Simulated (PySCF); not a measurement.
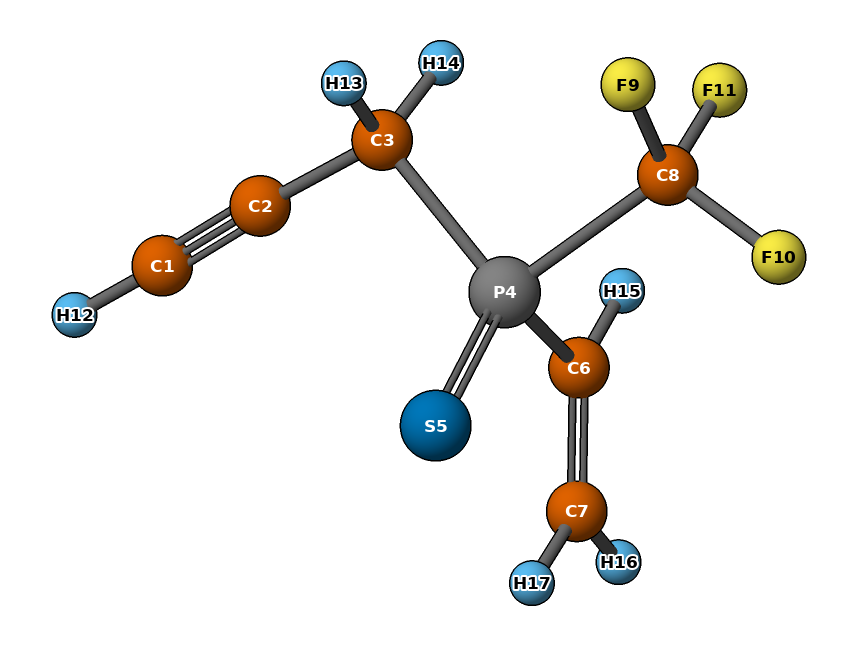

The questions are on isotropic NMR shieldings of the H atoms. Computed geometry: GFN2-xTB optimisation. No frequency run is at hand to confirm it as a minimum. Level of theory: GIAO PBE0/pcSseg-1 NMR shielding, non-relativistic, gas phase (PySCF 2.14.0).

Give the isotropic NMR shieldings of the H atoms atom by atom.

```json
{"atom": "H12", "σ (ppm)": "30.20"}
{"atom": "H13", "σ (ppm)": "28.55"}
{"atom": "H14", "σ (ppm)": "28.47"}
{"atom": "H15", "σ (ppm)": "25.08"}
{"atom": "H16", "σ (ppm)": "24.63"}
{"atom": "H17", "σ (ppm)": "24.55"}
```

The geometry is semi-empirical. Around P such bond lengths and angles can be off by a tenth of an ångström or more and by several degrees, and values that hang on the shape move with them.
